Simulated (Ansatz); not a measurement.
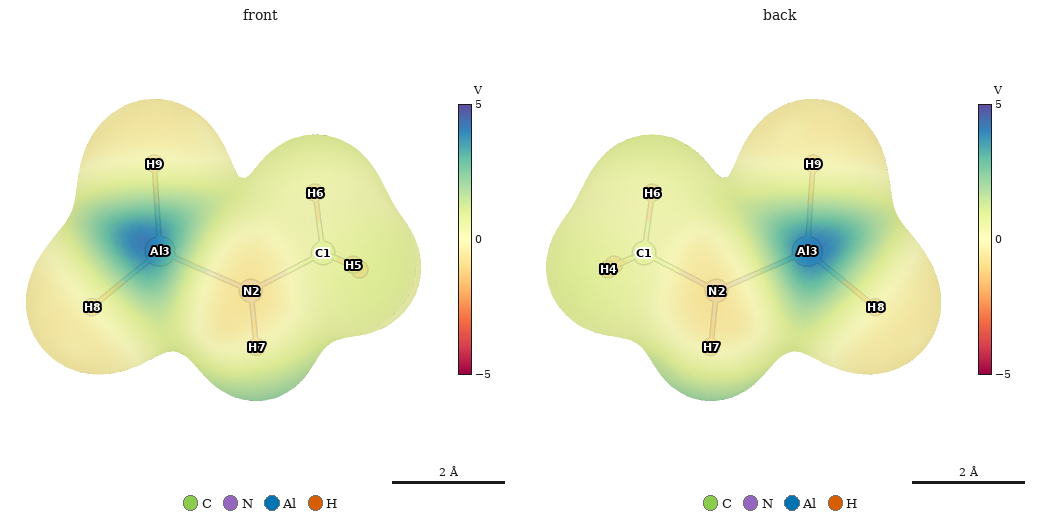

CH6AlN (SMILES C[NH][AlH2]). The electrostatic potential painted on the density surface at 0.004 e/bohr³, seen from the front and from behind; the colour scale runs from red (negative) to blue (positive).

Theory: Ansatz 0.2.0, RKS BLYP-D4/def2-TZVP.

```xyz
9

C    -0.3915    0.9494   -0.7815
N     0.3404   -0.2552   -0.3692
Al    0.3377   -1.0897    1.2084
H    -1.0772    0.7518   -1.6216
H     0.2871    1.7630   -1.0857
H    -0.9950    1.3191    0.0576
H     0.9138   -0.6229   -1.1269
H     1.2451   -2.3818    1.3469
H    -0.5717   -0.4799    2.3549
```

Where is the surface potential most negative and most positive?

The most negative region (about −0.7 V, or −16 kcal/mol for a unit charge) lies over N2, the most positive (about +4.1 V, or +95 kcal/mol for a unit charge) over Al3.
